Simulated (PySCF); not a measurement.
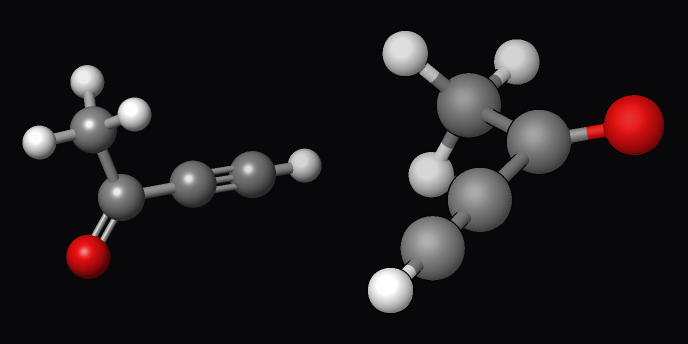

Both panels show the same species. Colours: carbon grey, oxygen red, hydrogen white.

Computed geometry: GFN2-xTB optimisation. No frequency run is at hand to confirm it as a minimum.

Describe the molecule.

It has 9 atoms: 4 carbon, 4 hydrogen and 1 oxygen (C4H4O). Its SMILES string is `C#CC(C)=O`. It has no ring. Among its groups: ketone, alkyne. This geometry has Cs symmetry. Coordination: 2 C linear; 1 C trigonal planar; 1 C tetrahedral.

The parts below concern this one geometry. Atoms keep their numbers from picture to picture.

**Excitation**

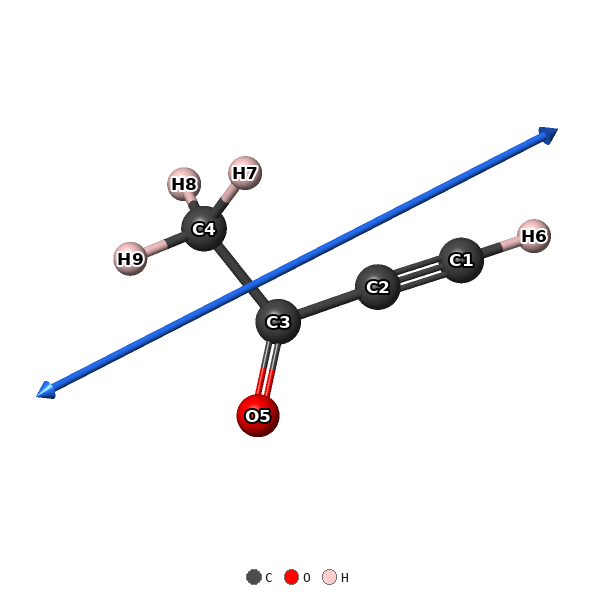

The double arrow shows the direction of the transition dipole to excited singlet state 3 (its length means nothing). No frequency run is at hand to confirm it as a minimum. Properties computed with TDDFT PBE0/def2-SVPD, vertical, gas phase, core orbitals frozen in the response (PySCF 2.14.0).

Question: How is the transition polarised?

Answer: Nearly parallel to the C2–C3 bond.

Question: Where does the transition lie, and how strong is it?

Answer: 5.97 eV (208 nm), oscillator strength 0.10, mainly HOMO−2 → LUMO (weight 0.80); transition dipole 2.10 D.

**Core levels**

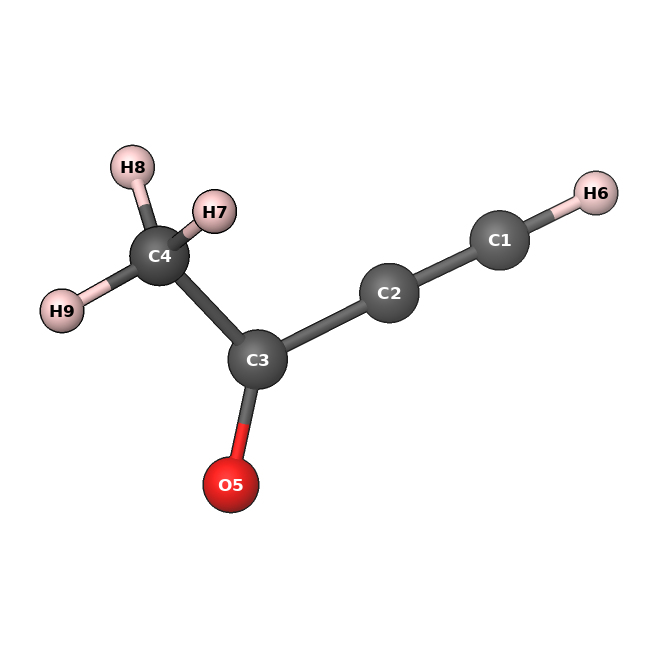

No frequency run is at hand to confirm it as a minimum. Level of theory: delta-SCF UKS SCAN, pcX-2 on the ionised atom, pcseg-1 elsewhere, spin-free X2C (PySCF 2.14.0).

Give the core-electron binding energies (to vacuum) of C1 1s, C2 1s, C3 1s, C4 1s, O5 1s.

| atom | level | binding energy (eV) |
| --- | --- | --- |
| C1 | 1s | 291.2 |
| C2 | 1s | 291.3 |
| C3 | 1s | 294.2 |
| C4 | 1s | 291.3 |
| O5 | 1s | 537.8 |

**Polarisability**

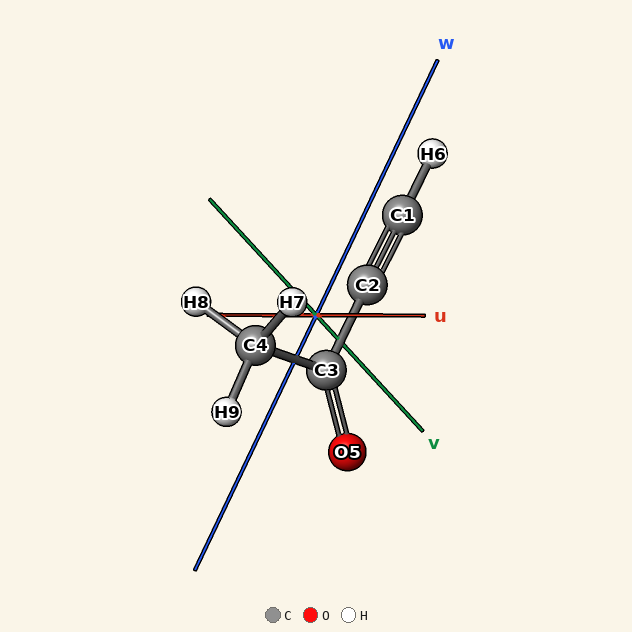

The lines u, v and w are the principal axes of the static dipole polarisability. No frequency run is at hand to confirm it as a minimum. Method: PBE0/def2-SVPD (PySCF 2.14.0).

Question: Along which axis is the molecule most polarisable, and along which least?

Answer: Most along w (nearly parallel to the C2–C3 bond), least along u.

Question: Give the three principal values.

Answer: u 34.2, v 46.3, w 67.8 bohr³; mean 49.4, anisotropy 29.5 bohr³.
